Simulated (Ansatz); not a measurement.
Crystal: Mg6F, the end point of a relaxation with DFT PBE, scalar-relativistic, plane waves, PAW (Ansatz); the starting structure was generated, so it need not be a known form of this composition.

```xyz
7
Lattice="7.3269 0.0000 0.0000 0.0000 7.3269 0.0000 0.0000 0.0000 7.3269" Properties=species:S:1:pos:R:3 pbc="T T T"
Mg    3.6635    3.6635    1.4558
Mg    3.6635    3.6635    5.8711
Mg    1.4558    3.6635    3.6635
Mg    5.8711    3.6635    3.6635
Mg    3.6635    1.4558    3.6635
Mg    3.6635    5.8711    3.6635
F     0.0000    0.0000    0.0000
```

> What does its first Brillouin zone look like, and which path through it is standard?

It has a simple cubic lattice (cP; extended symbol cP2). The zone is a cube: 6 faces (6 with 4 edges), 12 edges, 8 vertices. Path: Γ–X–M–Γ–R–X | R–M.

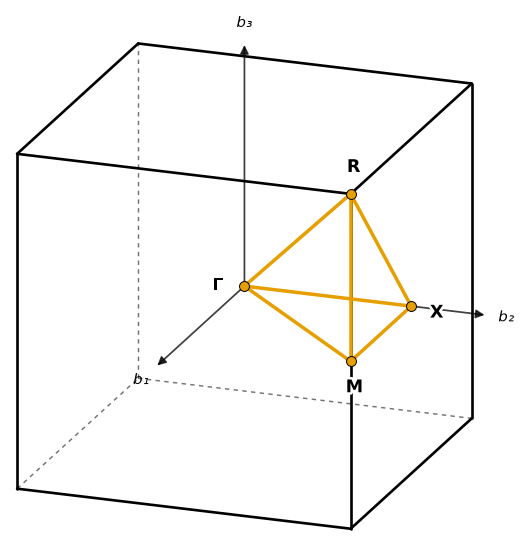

Labels and path follow the convention of Hinuma et al. (2017), as computed by seekpath; the arrows show the directions of the reciprocal primitive vectors b₁, b₂, b₃, in which coordinates are given; lengths include the factor 2π.

```
point   k₁   k₂   k₃  length of k (1/Å)
    Γ    0    0    0              0.000
    R  1/2  1/2  1/2              0.743
    M  1/2  1/2    0              0.606
    X    0  1/2    0              0.429
```
